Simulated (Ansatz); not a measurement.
## Electronic structure of BH$_{3}$OS···H$_{2}$ in real space

Input file:

```
crystal:
  periodic: [false, false, false]
  atoms:
    - { symbol: B, position_ang: [0.0, 0.0, 0.0] }
    - { symbol: H, position_ang: [0.0, 0.0, 1.54] }
    - { symbol: H, position_ang: [1.0305, 0.0, -0.595] }
    - { symbol: O, position_ang: [-1.2211, 0.0, -0.705] }
    - { symbol: H, position_ang: [-1.7308, -0.8467, -0.4965] }
    - { symbol: S, position_ang: [-0.2739, 2.0601, 0.6906] }
    - { symbol: H, position_ang: [-1.575, 2.4834, 0.394] }
    - { symbol: H, position_ang: [-0.1153, 0.8675, 1.6662] }
basis:
  gaussian: { orbitals: "6-31G*" }
hamiltonian:
  xc: r2scan
  dispersion: d4
relax:
  f_tol: 0.15
  max_steps: 25
  restrain:
    - { distance: [0, 5], at: 1.89, k: 30.0 }
    - { distance: [7, 1], at: 0.66, k: 30.0 }
    - { distance: [0, 1], at: 2.39, k: 30.0 }
    - { distance: [7, 5], at: 2.6, k: 30.0 }
output:
  orbitals: {}
```

Launched as:

```sh
ansatz run input.yaml --threads 1 --pin off --max-ram 2048MiB --backend cpu --events-out ev --progress --plain --runs-dir out
```

The fields are those of the run's last geometry, not of the input's.

Not at a stationary point (largest force 1.6 eV/Å).

All numbers below come from RKS r2SCAN-D4/6-31G* (Ansatz 0.2.0).

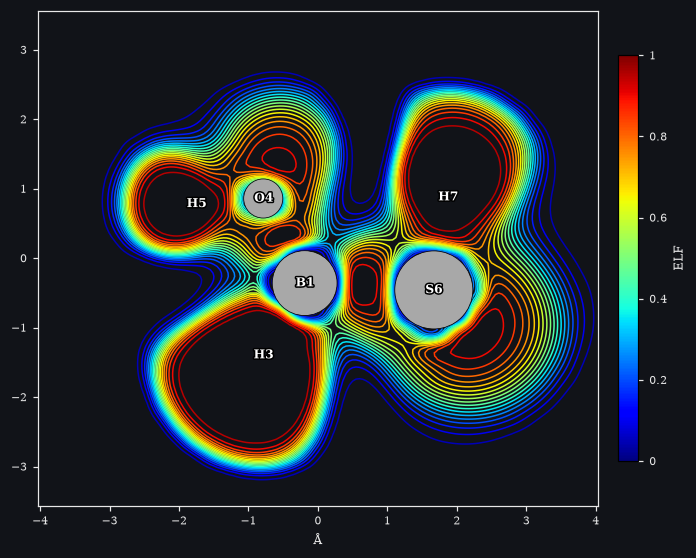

Figure 1. Electron localisation function on the plane of atoms H3, B1 and S6. Grey discs cover the atomic cores.

**Interpret the plot.**

- Atoms in the plane: B, H, O and S.
- B–O (1.36 Å): the ELF peaks at about 0.90 between the atoms, as expected for a short, strongly polar bond.
- B–S (1.86 Å): the ELF peaks at about 0.95 between the atoms, as expected for a shared electron pair.
- O–H (0.97 Å): the ELF climbs to about 1 towards the hydrogen, as it does in any bond to H (an ordinary covalent bond to hydrogen).
- B–H (1.20 Å): the ELF climbs to about 1 towards the hydrogen; a covalent bond by its length.
- S–H (1.35 Å): the ELF climbs to about 1 towards the hydrogen.
- The ELF also peaks beside S6 and O4, away from the bonds: lone-pair regions.

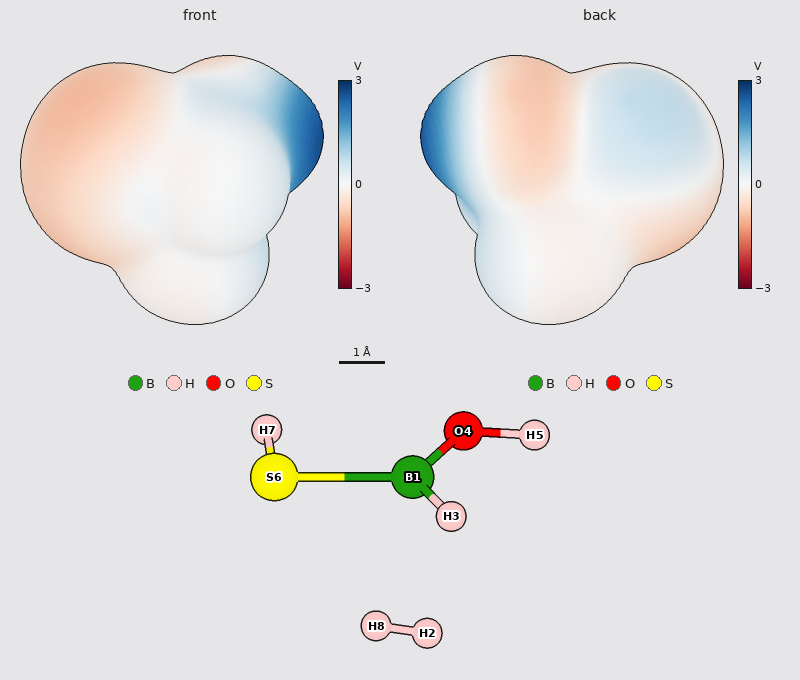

Figure 2. The molecular electrostatic potential painted on the density surface at 0.001 e/bohr³, seen from the front and from behind; the colour scale runs from red (negative) to blue (positive). The bare structure is drawn below in the same view.

**Which sites attract a positive test charge, and which a negative one?**

A positive charge is drawn to the negative regions and a negative charge to the positive ones. The most negative region (about −0.9 V, or −21 kcal/mol for a unit charge) lies over S6, the most positive (about +2.6 V, or +60 kcal/mol for a unit charge) over H5.

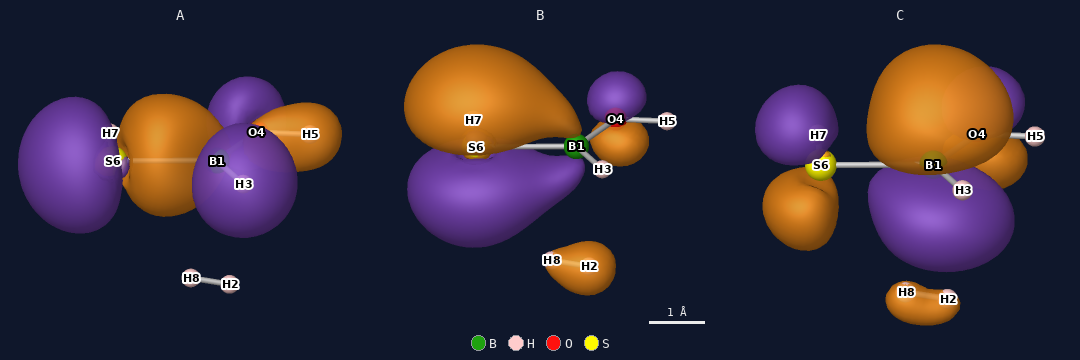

Figure 3. Three frontier orbitals at ±0.1 Å⁻³ᐟ² (orange and purple are the two phases), in no order.

**Which picture is the HOMO−1, the HOMO and the LUMO?**

A is the HOMO−1 (−7.88 eV). By Hirshfeld shares it lies mainly on S6 (about 45 %), B1 (about 20 %), O4 (about 15 %) and H3 (about 15 %). B is the HOMO (−6.42 eV). By Hirshfeld shares it lies mainly on S6 (about 80 %) and B1 (about 10 %); largely a lone pair of S6. C is the LUMO (−0.28 eV). It lies mainly on B1 (about 55 %), O4 (about 15 %), S6 (about 15 %) and H3 (about 5 %).

**What is the HOMO–LUMO gap?**

6.14 eV between the orbital energies.

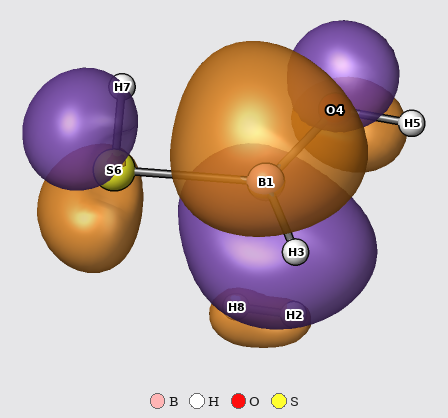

Figure 4. One frontier orbital at ±0.1 Å⁻³ᐟ² (orange and purple are the two phases), seen at a tilt.

**Which orbital is it: HOMO or LUMO?**

The LUMO, at −0.28 eV. By Hirshfeld shares it lies mainly on B1 (about 55 %), O4 (about 15 %), S6 (about 15 %) and H3 (about 5 %).
